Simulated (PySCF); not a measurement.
# C₂F₃N: NMR shifts at several levels of theory

How much do the NMR shifts of C₂F₃N (`[C-]#[N+]C(F)(F)F`) depend on the level of theory, and what does each level cost?

The runs use PySCF 2.14.0, with density-fitted response routines of our own; the level of theory stands in each step. All values are computed, except where a source is named. Atoms are numbered from 0 throughout.

**1. The molecule as given**

6 atoms, charge 0, multiplicity 1; geometry from: MMFF94s.

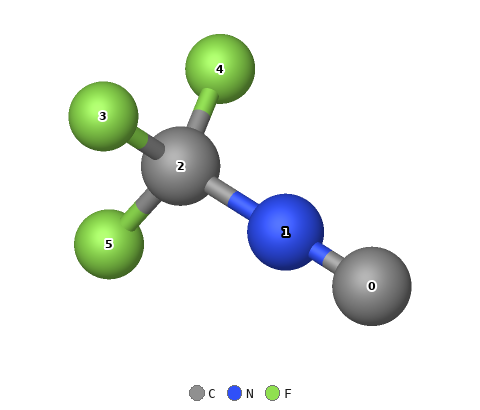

As it starts; carbon grey, nitrogen blue, fluorine green, atoms numbered.

**2. Relaxing the molecule at PBE0-D3(BJ)/def2-SVP**

The job: settings as JSON, then the geometry in Å.

```
{"job": {"xc": "PBE0", "basis": "def2-SVP", "d3": "d3bj", "grid": 1, "kind": "geom"}, "charge": 0, "multiplicity": 1}
C      2.179166     0.019374     0.031282
N      1.005045     0.008936     0.014428
C     -0.424372    -0.003773    -0.006092
F     -0.899981    -1.005773    -0.786153
F     -0.936379    -0.178927     1.237240
F     -0.923480     1.160163    -0.490704
```

Output:

```text
step   0  E = -429.67681624  max force = 0.041378
step   1  E = -429.67908581  max force = 0.021048
step   2  E = -429.68116950  max force = 0.006459
step   3  E = -429.68154008  max force = 0.003258
step   4  E = -429.68165109  max force = 0.001938
step   5  E = -429.68178486  max force = 0.002919
step   6  E = -429.68186518  max force = 0.002299
step   7  E = -429.68188583  max force = 0.001151
step   8  E = -429.68188826  max force = 0.000174
optimisation converged
```

Run time: 30 s. Hardware: 1 thread, shared host.

Relaxation path:

```tsv
step	energy from step 0 (eV)	largest force component (eV/Å)
0	0.0000	2.1277
1	-0.0618	1.0823
2	-0.1185	0.3321
3	-0.1285	0.1675
4	-0.1316	0.0997
5	-0.1352	0.1501
6	-0.1374	0.1182
7	-0.1380	0.0592
8	-0.1380	0.0089
```

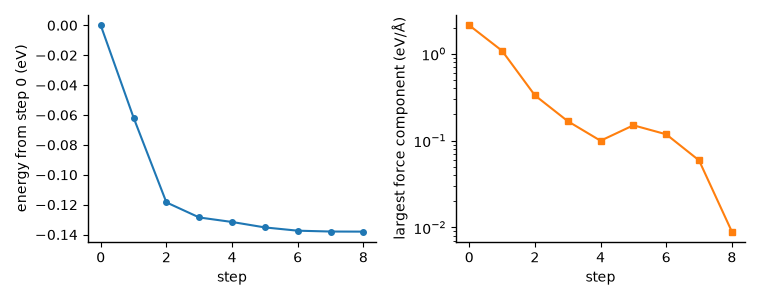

Energy and largest force along the relaxation.

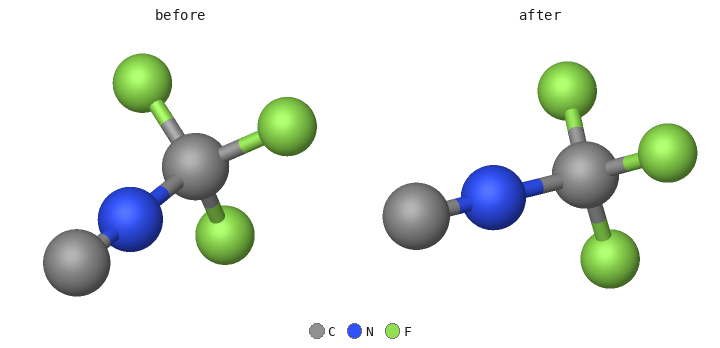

Before and after, at one scale.

Distances of close pairs at the start and the end, largest changes first:

```tsv
bond	before (Å)	after (Å)	change (Å)
C2–F4	1.356	1.321	-0.035
C2–F5	1.356	1.321	-0.035
C2–F3	1.356	1.321	-0.035
N1–C2	1.430	1.404	-0.026
C0–N1	1.174	1.177	+0.003
```

The next job starts from the end point, and lists it.

```tsv
at the end point	value
point group (found at 0.08 Å tolerance)	C3v
rotational constants (GHz, main isotopes)	5.753, 3.228, 3.228
dipole moment (D)	1.11
```

**3. Shielding tensors: HF/pcSseg-2**

The job: settings as JSON, then the geometry in Å.

```
{"job": {"kind": "nmr", "xc": "HF", "basis": "pcSseg-2", "pop": false}, "charge": 0, "multiplicity": 1}
C      1.997464    -0.587483    -0.505634
N      0.900516    -0.262453    -0.229012
C     -0.408533     0.120351     0.103321
F     -1.277956    -0.670850    -0.500002
F     -0.585319     0.034113     1.409431
F     -0.626173     1.366319    -0.278107
```

With the program's defaults for keys left out, this is: GIAO HF/pcSseg-2 NMR shielding, non-relativistic, gas phase.

Output:

```text
final grid: 68224 points
cycle   1  E = -428.4426244275  dE =  1.306e+00  |g| = 1.002e+00  |ddm| = 1.890e+00
cycle   2  E = -428.5724217688  dE = -1.298e-01  |g| = 6.282e-01  |ddm| = 7.157e-01
cycle   3  E = -428.6311940373  dE = -5.877e-02  |g| = 8.843e-02  |ddm| = 2.723e-01
cycle   4  E = -428.6330024647  dE = -1.808e-03  |g| = 3.614e-02  |ddm| = 8.378e-02
cycle   5  E = -428.6333499075  dE = -3.474e-04  |g| = 1.029e-02  |ddm| = 3.223e-02
cycle   6  E = -428.6333790765  dE = -2.917e-05  |g| = 2.596e-03  |ddm| = 7.622e-03
cycle   7  E = -428.6333821253  dE = -3.049e-06  |g| = 6.276e-04  |ddm| = 3.024e-03
cycle   8  E = -428.6333822782  dE = -1.529e-07  |g| = 1.929e-04  |ddm| = 6.643e-04
cycle   9  E = -428.6333822909  dE = -1.275e-08  |g| = 3.133e-05  |ddm| = 1.937e-04
cycle  10  E = -428.6333822914  dE = -4.650e-10  |g| = 6.291e-06  |ddm| = 4.015e-05
converged SCF energy = -428.6333822914

GIAO shielding tensors (ppm)
atom      isotropic    diamagn.    paramagn.     s11        s22        s33       span
  0 C      -11.310     263.861    -275.171   -141.329   -141.259    248.659    389.988
  1 N       72.903     344.618    -271.715    -74.180    -74.090    366.979    441.158
  2 C       89.820     233.143    -143.323     79.052     95.181     95.229     16.176
  3 F      273.940     467.253    -193.312    210.130    232.496    379.195    169.065
  4 F      274.038     467.257    -193.219    210.389    232.746    378.979    168.590
  5 F      274.209     467.243    -193.034    210.464    232.942    379.223    168.759
```

It took 12 s on 1 thread, shared host.

The references, computed at this level on geometries of the same kind, shield at (ppm): ¹³C TMS 191.5, ¹⁹F CFCl3 245.3, ¹⁵N NH3 260.7. Their shielding less the atom's gives the shift. The references are single molecules in the gas phase, so shifts against H2O, NH3, PH3, H3PO4 or CFCl3 are not on the usual liquid scales and can be off by tens of ppm. Atoms listed in one row are averaged.

```tsv
atoms	environment	σ (ppm)	δ (ppm)
C0	isocyanide carbon	-11.3	202.8
C2	CF3 carbon	89.8	101.7
N1	isocyanide nitrogen	72.9	187.8
F3, F4, F5	fluorine of a CF3 group	274.1	-28.8
```

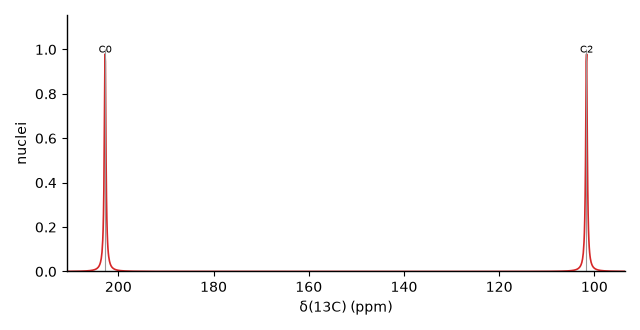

¹³C lines at the computed shifts, without couplings. Lines are broadened to a width of 0.40 ppm (Lorentzian).

**4. Shielding tensors: LDA/pcSseg-2**

Settings changed since step 3:

```diff
@@ -1,2 +1,2 @@
-{"job": {"kind": "nmr", "xc": "HF", "basis": "pcSseg-2", "pop": false}, "charge": 0, "multiplicity": 1}
+{"job": {"kind": "nmr", "xc": "LDA", "basis": "pcSseg-2", "pop": false}, "charge": 0, "multiplicity": 1}
 C      1.997464    -0.587483    -0.505634
```

With the program's defaults for keys left out, this is: GIAO LDA/pcSseg-2 NMR shielding, non-relativistic, gas phase.

Output:

```text
coarse grid: 6496 points
cycle   1  E = -427.4925376208  dE =  1.059e+00  |g| = 9.250e-01  |ddm| = 2.137e+00
cycle   2  E = -427.0619204865  dE =  4.306e-01  |g| = 1.934e+00  |ddm| = 1.182e+00
cycle   3  E = -427.6123169339  dE = -5.504e-01  |g| = 2.785e-01  |ddm| = 8.349e-01
cycle   4  E = -427.6234196768  dE = -1.110e-02  |g| = 1.402e-01  |ddm| = 1.720e-01
cycle   5  E = -427.6275527156  dE = -4.133e-03  |g| = 3.329e-02  |ddm| = 8.285e-02
cycle   6  E = -427.6277951955  dE = -2.425e-04  |g| = 4.129e-03  |ddm| = 2.176e-02
cycle   7  E = -427.6277983179  dE = -3.122e-06  |g| = 9.098e-04  |ddm| = 2.873e-03
final grid: 68224 points
cycle   8  E = -427.6203734357  dE = -6.516e-05  |g| = 3.478e-03  |ddm| = 2.945e-02
cycle   9  E = -427.6203672192  dE =  6.217e-06  |g| = 6.467e-03  |ddm| = 4.309e-03
cycle  10  E = -427.6203741805  dE = -6.961e-06  |g| = 2.220e-03  |ddm| = 3.632e-03
cycle  11  E = -427.6203751765  dE = -9.960e-07  |g| = 4.765e-04  |ddm| = 1.062e-03
cycle  12  E = -427.6203752097  dE = -3.318e-08  |g| = 1.167e-04  |ddm| = 2.491e-04
cycle  13  E = -427.6203752121  dE = -2.359e-09  |g| = 2.649e-05  |ddm| = 7.117e-05
cycle  14  E = -427.6203752122  dE = -1.272e-10  |g| = 7.062e-06  |ddm| = 1.914e-05
converged SCF energy = -427.6203752122

GIAO shielding tensors (ppm)
atom      isotropic    diamagn.    paramagn.     s11        s22        s33       span
  0 C      -15.412     262.352    -277.763   -142.270   -142.188    238.223    380.493
  1 N       50.181     337.821    -287.640   -100.893   -100.817    352.255    453.148
  2 C       55.971     237.986    -182.015     34.803     66.533     66.576     31.773
  3 F      211.596     468.428    -256.832    145.723    172.490    316.576    170.854
  4 F      211.707     468.431    -256.723    145.991    172.836    316.294    170.303
  5 F      211.998     468.409    -256.411    146.191    173.165    316.638    170.447
```

It took 25 s on 1 thread, shared host.

Key values: δ C0 195.7, C2 124.3, N1 216.5, F3 -73.5 ppm (means over like atoms).

**5. NMR shieldings: PBE/pcSseg-2**

Settings changed since step 4:

```diff
@@ -1,2 +1,2 @@
-{"job": {"kind": "nmr", "xc": "LDA", "basis": "pcSseg-2", "pop": false}, "charge": 0, "multiplicity": 1}
+{"job": {"kind": "nmr", "xc": "PBE", "basis": "pcSseg-2", "pop": false}, "charge": 0, "multiplicity": 1}
 C      1.997464    -0.587483    -0.505634
```

With the program's defaults for keys left out, this is: GIAO PBE/pcSseg-2 NMR shielding, non-relativistic, gas phase.

Output:

```text
coarse grid: 6496 points
cycle   1  E = -430.0459834597  dE =  1.079e+00  |g| = 9.633e-01  |ddm| = 1.848e+00
cycle   2  E = -429.5983501443  dE =  4.476e-01  |g| = 1.978e+00  |ddm| = 1.228e+00
cycle   3  E = -430.1738691886  dE = -5.755e-01  |g| = 2.913e-01  |ddm| = 8.793e-01
cycle   4  E = -430.1863274690  dE = -1.246e-02  |g| = 1.446e-01  |ddm| = 1.838e-01
cycle   5  E = -430.1907805823  dE = -4.453e-03  |g| = 3.187e-02  |ddm| = 8.822e-02
cycle   6  E = -430.1910146594  dE = -2.341e-04  |g| = 4.733e-03  |ddm| = 2.329e-02
cycle   7  E = -430.1910187050  dE = -4.046e-06  |g| = 1.188e-03  |ddm| = 3.592e-03
final grid: 68224 points
cycle   8  E = -430.1917386501  dE = -1.106e-04  |g| = 8.147e-03  |ddm| = 3.927e-02
cycle   9  E = -430.1917091910  dE =  2.946e-05  |g| = 1.540e-02  |ddm| = 1.295e-02
cycle  10  E = -430.1917493546  dE = -4.016e-05  |g| = 2.873e-03  |ddm| = 7.910e-03
cycle  11  E = -430.1917507783  dE = -1.424e-06  |g| = 1.107e-03  |ddm| = 1.649e-03
cycle  12  E = -430.1917510295  dE = -2.513e-07  |g| = 1.545e-04  |ddm| = 6.850e-04
cycle  13  E = -430.1917510350  dE = -5.451e-09  |g| = 3.857e-05  |ddm| = 1.392e-04
cycle  14  E = -430.1917510353  dE = -2.919e-10  |g| = 1.130e-05  |ddm| = 2.842e-05
converged SCF energy = -430.1917510353

GIAO shielding tensors (ppm)
atom      isotropic    diamagn.    paramagn.     s11        s22        s33       span
  0 C       -5.181     260.893    -266.074   -127.867   -127.790    240.115    367.981
  1 N       56.360     335.298    -278.938    -92.134    -92.059    353.271    445.405
  2 C       58.176     237.889    -179.713     37.439     68.524     68.565     31.126
  3 F      216.995     469.393    -252.397    150.822    175.340    324.824    174.002
  4 F      217.111     469.395    -252.284    151.096    175.688    324.548    173.452
  5 F      217.391     469.371    -251.980    151.283    176.003    324.886    173.603
```

It took 31 s on 1 thread, shared host.

Key values: δ C0 184.6, C2 121.2, N1 204.7, F3 -74.2 ppm (means over like atoms).

**6. Shielding tensors: BLYP/pcSseg-2**

Settings changed since step 5:

```diff
@@ -1,2 +1,2 @@
-{"job": {"kind": "nmr", "xc": "PBE", "basis": "pcSseg-2", "pop": false}, "charge": 0, "multiplicity": 1}
+{"job": {"kind": "nmr", "xc": "BLYP", "basis": "pcSseg-2", "pop": false}, "charge": 0, "multiplicity": 1}
 C      1.997464    -0.587483    -0.505634
```

Level: GIAO BLYP/pcSseg-2 NMR shielding, non-relativistic, gas phase.

Output:

```text
coarse grid: 6496 points
cycle   1  E = -430.4139711698  dE =  1.083e+00  |g| = 1.031e+00  |ddm| = 1.829e+00
cycle   2  E = -429.9084993401  dE =  5.055e-01  |g| = 2.120e+00  |ddm| = 1.309e+00
cycle   3  E = -430.5599298956  dE = -6.514e-01  |g| = 2.917e-01  |ddm| = 9.382e-01
cycle   4  E = -430.5705991421  dE = -1.067e-02  |g| = 1.689e-01  |ddm| = 1.950e-01
cycle   5  E = -430.5766347341  dE = -6.036e-03  |g| = 3.582e-02  |ddm| = 1.027e-01
cycle   6  E = -430.5769345130  dE = -2.998e-04  |g| = 5.296e-03  |ddm| = 2.718e-02
cycle   7  E = -430.5769394947  dE = -4.982e-06  |g| = 1.458e-03  |ddm| = 4.040e-03
final grid: 68224 points
cycle   8  E = -430.5756353924  dE = -8.217e-05  |g| = 7.900e-03  |ddm| = 3.465e-02
cycle   9  E = -430.5756085152  dE =  2.688e-05  |g| = 1.482e-02  |ddm| = 1.048e-02
cycle  10  E = -430.5756432601  dE = -3.474e-05  |g| = 2.916e-03  |ddm| = 7.408e-03
cycle  11  E = -430.5756449349  dE = -1.675e-06  |g| = 5.448e-04  |ddm| = 1.418e-03
cycle  12  E = -430.5756449852  dE = -5.028e-08  |g| = 1.761e-04  |ddm| = 3.532e-04
cycle  13  E = -430.5756449917  dE = -6.488e-09  |g| = 2.227e-05  |ddm| = 1.176e-04
cycle  14  E = -430.5756449918  dE = -9.857e-11  |g| = 3.782e-06  |ddm| = 1.294e-05
converged SCF energy = -430.5756449918

GIAO shielding tensors (ppm)
atom      isotropic    diamagn.    paramagn.     s11        s22        s33       span
  0 C       -7.593     259.076    -266.669   -131.489   -131.411    240.120    371.609
  1 N       53.245     334.150    -280.906    -96.826    -96.748    353.308    450.134
  2 C       53.147     235.901    -182.754     32.695     63.351     63.395     30.700
  3 F      215.699     470.202    -254.502    147.886    172.305    326.907    179.020
  4 F      215.818     470.203    -254.385    148.164    172.657    326.634    178.470
  5 F      216.100     470.177    -254.077    148.354    172.977    326.968    178.614
```

Run time: 31 s. Hardware: 1 thread, shared host.

Key values: δ C0 182.6, C2 121.9, N1 204.3, F3 -72.7 ppm (means over like atoms).

**7. Nuclear shieldings: BP86/pcSseg-2**

Settings changed since step 6:

```diff
@@ -1,2 +1,2 @@
-{"job": {"kind": "nmr", "xc": "BLYP", "basis": "pcSseg-2", "pop": false}, "charge": 0, "multiplicity": 1}
+{"job": {"kind": "nmr", "xc": "BP86", "basis": "pcSseg-2", "pop": false}, "charge": 0, "multiplicity": 1}
 C      1.997464    -0.587483    -0.505634
```

Level: GIAO BP86/pcSseg-2 NMR shielding, non-relativistic, gas phase.

Output:

```text
coarse grid: 6496 points
cycle   1  E = -430.4697890514  dE =  1.082e+00  |g| = 9.822e-01  |ddm| = 1.843e+00
cycle   2  E = -430.0151372744  dE =  4.547e-01  |g| = 2.003e+00  |ddm| = 1.247e+00
cycle   3  E = -430.6028326568  dE = -5.877e-01  |g| = 2.895e-01  |ddm| = 8.923e-01
cycle   4  E = -430.6149666034  dE = -1.213e-02  |g| = 1.466e-01  |ddm| = 1.842e-01
cycle   5  E = -430.6195751438  dE = -4.609e-03  |g| = 3.186e-02  |ddm| = 8.721e-02
cycle   6  E = -430.6198101382  dE = -2.350e-04  |g| = 4.761e-03  |ddm| = 2.303e-02
cycle   7  E = -430.6198142580  dE = -4.120e-06  |g| = 1.178e-03  |ddm| = 3.473e-03
final grid: 68224 points
cycle   8  E = -430.6169769727  dE = -9.145e-05  |g| = 2.581e-03  |ddm| = 4.000e-02
cycle   9  E = -430.6169687339  dE =  8.239e-06  |g| = 6.532e-03  |ddm| = 4.723e-03
cycle  10  E = -430.6169780904  dE = -9.356e-06  |g| = 9.763e-04  |ddm| = 3.374e-03
cycle  11  E = -430.6169782025  dE = -1.122e-07  |g| = 3.273e-04  |ddm| = 6.298e-04
cycle  12  E = -430.6169782216  dE = -1.906e-08  |g| = 6.750e-05  |ddm| = 1.810e-04
cycle  13  E = -430.6169782223  dE = -7.000e-10  |g| = 2.974e-05  |ddm| = 5.549e-05
converged SCF energy = -430.6169782223

GIAO shielding tensors (ppm)
atom      isotropic    diamagn.    paramagn.     s11        s22        s33       span
  0 C       -3.925     262.027    -265.952   -126.068   -125.991    240.284    366.352
  1 N       56.868     334.644    -277.776    -91.363    -91.288    353.255    444.619
  2 C       58.141     238.248    -180.108     37.670     68.355     68.397     30.727
  3 F      218.247     468.774    -250.527    152.349    176.828    325.563    173.214
  4 F      218.365     468.776    -250.412    152.625    177.176    325.293    172.668
  5 F      218.640     468.753    -250.113    152.810    177.483    325.628    172.818
```

Run time: 29 s. Hardware: 1 thread, shared host.

In short: δ C0 183.1, C2 121.0, N1 202.4, F3 -74.5 ppm (means over like atoms).

**8. Nuclear shieldings: OPBE/pcSseg-2**

Settings changed since step 7:

```diff
@@ -1,2 +1,2 @@
-{"job": {"kind": "nmr", "xc": "BP86", "basis": "pcSseg-2", "pop": false}, "charge": 0, "multiplicity": 1}
+{"job": {"kind": "nmr", "xc": "OPBE", "basis": "pcSseg-2", "pop": false}, "charge": 0, "multiplicity": 1}
 C      1.997464    -0.587483    -0.505634
```

Method: GIAO OPBE/pcSseg-2 NMR shielding, non-relativistic, gas phase.

Output:

```text
coarse grid: 6496 points
cycle   1  E = -430.2531472872  dE =  1.078e+00  |g| = 9.683e-01  |ddm| = 1.847e+00
cycle   2  E = -429.8466404984  dE =  4.065e-01  |g| = 1.901e+00  |ddm| = 1.149e+00
cycle   3  E = -430.3813721248  dE = -5.347e-01  |g| = 2.902e-01  |ddm| = 8.197e-01
cycle   4  E = -430.3948270019  dE = -1.345e-02  |g| = 1.337e-01  |ddm| = 1.794e-01
cycle   5  E = -430.3987515288  dE = -3.925e-03  |g| = 2.632e-02  |ddm| = 8.129e-02
cycle   6  E = -430.3989202787  dE = -1.687e-04  |g| = 5.073e-03  |ddm| = 2.104e-02
cycle   7  E = -430.3989249783  dE = -4.700e-06  |g| = 1.257e-03  |ddm| = 3.891e-03
final grid: 68224 points
cycle   8  E = -430.3937418083  dE = -2.552e-04  |g| = 1.935e-02  |ddm| = 8.413e-02
cycle   9  E = -430.3936114099  dE =  1.304e-04  |g| = 3.348e-02  |ddm| = 1.995e-02
cycle  10  E = -430.3937694936  dE = -1.581e-04  |g| = 9.990e-03  |ddm| = 1.544e-02
cycle  11  E = -430.3937903951  dE = -2.090e-05  |g| = 2.017e-03  |ddm| = 5.195e-03
cycle  12  E = -430.3937912441  dE = -8.490e-07  |g| = 2.849e-04  |ddm| = 1.273e-03
cycle  13  E = -430.3937912574  dE = -1.335e-08  |g| = 7.745e-05  |ddm| = 2.006e-04
cycle  14  E = -430.3937912585  dE = -1.106e-09  |g| = 2.476e-05  |ddm| = 7.027e-05
cycle  15  E = -430.3937912586  dE = -1.294e-10  |g| = 7.664e-06  |ddm| = 1.846e-05
converged SCF energy = -430.3937912586

GIAO shielding tensors (ppm)
atom      isotropic    diamagn.    paramagn.     s11        s22        s33       span
  0 C        6.309     262.838    -256.528   -111.703   -111.633    242.264    353.967
  1 N       66.714     338.422    -271.709    -76.629    -76.561    353.330    429.959
  2 C       67.783     240.385    -172.602     47.862     77.725     77.761     29.898
  3 F      227.590     470.150    -242.560    163.854    187.711    331.205    167.351
  4 F      227.706     470.155    -242.449    164.123    188.058    330.939    166.816
  5 F      227.965     470.131    -242.166    164.291    188.337    331.267    166.976
```

Wall time 32 s (1 thread, shared host).

This run: δ C0 178.1, C2 116.6, N1 196.1, F3 -72.6 ppm (means over like atoms).

**9. Comparing the runs: NMR shifts**

Shifts (ppm), means over like atoms, with basis size and wall time:

```tsv
run	C0	C2	N1	F3	functions	time
HF/pcSseg-2	202.8	101.7	187.8	-28.8	216	12 s
LDA/pcSseg-2	195.7	124.3	216.5	-73.5	216	25 s
PBE/pcSseg-2	184.6	121.2	204.7	-74.2	216	31 s
BLYP/pcSseg-2	182.6	121.9	204.3	-72.7	216	31 s
BP86/pcSseg-2	183.1	121.0	202.4	-74.5	216	29 s
OPBE/pcSseg-2	178.1	116.6	196.1	-72.6	216	32 s
```

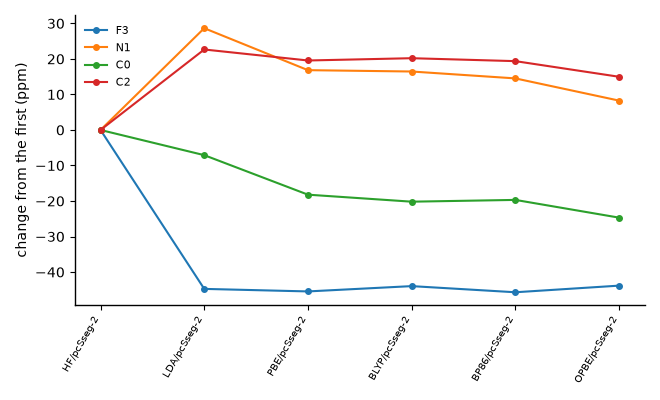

How the tabulated atoms move from run to run.

**10. What came out**

| quantity | value |
| --- | --- |
| point group | C3v |
| rotational constants (main isotopes) | 5.75, 3.23, 3.23 GHz |
| ¹³C shifts against TMS (HF/pcSseg-2) | 202.8, 101.7 ppm |
| ¹⁵N shifts against NH3 (HF/pcSseg-2) | 187.8 ppm |
| ¹⁹F shifts against CFCl3 (HF/pcSseg-2, means over atoms taken as alike) | -28.8 ppm |
| range of the shift of F3 | -74.5 to -28.8 ppm |

**Reading.** Single values in the summary come from the first run of each kind that ended normally (HF/pcSseg-2), which need not be the best level. The optimisation took 8 steps and gained 0.138 eV; among the close pairs (by a distance rule), C2–F4 changed most, from 1.356 to 1.321 Å. No frequency check was run at this level, so the end point may be a saddle. At HF/pcSseg-2: The largest span, 441 ppm, is at N1, where the paramagnetic term is -272 ppm. Across the 6 runs the shift of F3 (with its like atoms) moves most, between -74.5 (BP86/pcSseg-2) and -28.8 ppm (HF/pcSseg-2).
